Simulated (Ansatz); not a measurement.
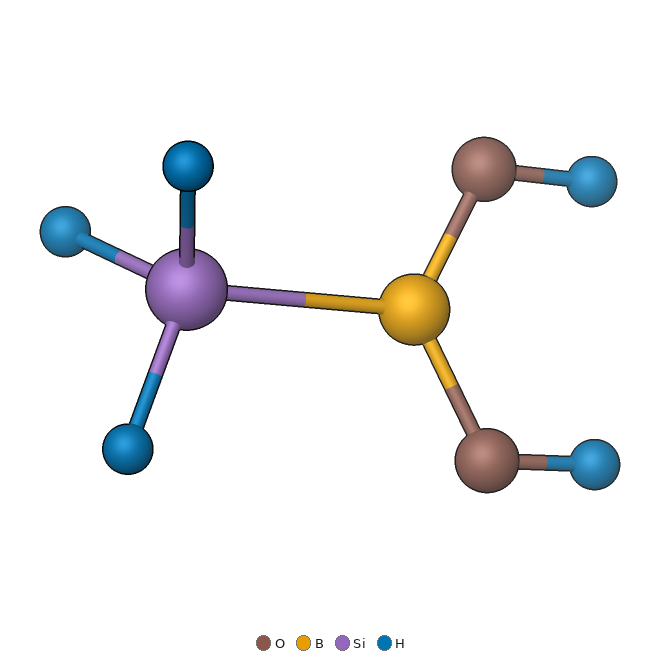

The structure as it stands in the input.

Input file:

```yaml
crystal:
  periodic: [false, false, false]
  atoms:
    - {symbol: O, position_ang: [-0.060762, 0.987852, -1.413701]}
    - {symbol: B, position_ang: [0.320505, 0.432339, -0.228754]}
    - {symbol: O, position_ang: [1.402884, 0.840873, 0.493156]}
    - {symbol: Si, position_ang: [-0.782513, -1.098213, 0.529006]}
    - {symbol: H, position_ang: [0.487672, 1.711730, -1.733306]}
    - {symbol: H, position_ang: [1.909793, 1.568925, 0.119633]}
    - {symbol: H, position_ang: [-1.893573, -1.482994, -0.381910]}
    - {symbol: H, position_ang: [0.073748, -2.295681, 0.756083]}
    - {symbol: H, position_ang: [-1.369155, -0.711231, 1.842693]}
basis:
  gaussian: {orbitals: cc-pVDZ}
hamiltonian: {xc: {name: SVWN5}}
output: {forces: true}
```

Command:

```sh
ansatz run in.yaml --threads 2 --pin off --events-out ev --progress --plain --max-ram 4352MiB
```

Output:

```
Functional definition: SVWN5
  name "SVWN5"
  cite "Dirac, Proc. Camb. Phil. Soc. 26, 376 (1930) doi:10.1017/S0305004100016108"
  cite "Slater, Phys. Rev. 81, 385 (1951) doi:10.1103/PhysRev.81.385"
  cite "Vosko, Wilk & Nusair, Can. J. Phys. 58, 1200 (1980) doi:10.1139/p80-159"
  exchange = slater_x
  correlation = vwn5_c
952 factors; their error is unknown
mean field evaluation 1: about -12654.8958 eV, gradient 6.5e1 eV
mean field evaluation 2: about -12638.6079 eV, gradient 1.1e2 eV
mean field evaluation 4: about -12662.4921 eV, gradient 3.8e0 eV
mean field evaluation 8: about -12662.5339 eV, gradient 1.3e-1 eV
mean field evaluation 16: about -12662.4920 eV, gradient 3.2e-5 eV
mean field -12662.49195524 eV, -465.3379964097 hartree, gradient 3.2e-5 eV, S^2 0.000000; 0 other end points of the search recorded, 0 dependent functions left out
the calculation of the forces begins
reference -12662.49199037 eV, -465.3379977008 hartree; 20, 20 occupied and 65, 65 virtual orbitals, 952 factors
Total energy: -12662.49199037 eV, -465.3379977008 hartree
Atom 0 at    -0.060762     0.987852    -1.413701 Å, force    -0.619932    -0.781739     0.313741 eV/Å
Atom 1 at     0.320505     0.432339    -0.228754 Å, force     0.081895     0.121275    -0.069114 eV/Å
Atom 2 at     1.402884     0.840873     0.493156 Å, force    -0.520554    -0.786894     0.436186 eV/Å
Atom 3 at    -0.782513    -1.098213     0.529006 Å, force     0.341327     0.481433    -0.247651 eV/Å
Atom 4 at     0.487672     1.711730    -1.733306 Å, force     0.558810     0.653010    -0.213092 eV/Å
Atom 5 at     1.909793     1.568925     0.119633 Å, force     0.402260     0.665838    -0.412851 eV/Å
Atom 6 at    -1.893573    -1.482994    -0.381910 Å, force    -0.304312    -0.106110    -0.246869 eV/Å
Atom 7 at     0.073748    -2.295681     0.756083 Å, force     0.221680    -0.332342     0.076407 eV/Å
Atom 8 at    -1.369155    -0.711231     1.842693 Å, force    -0.161176     0.085528     0.363244 eV/Å
Dipole moment:     0.409118     0.563635    -0.270648 e Å
```

Self-consistency was reached.
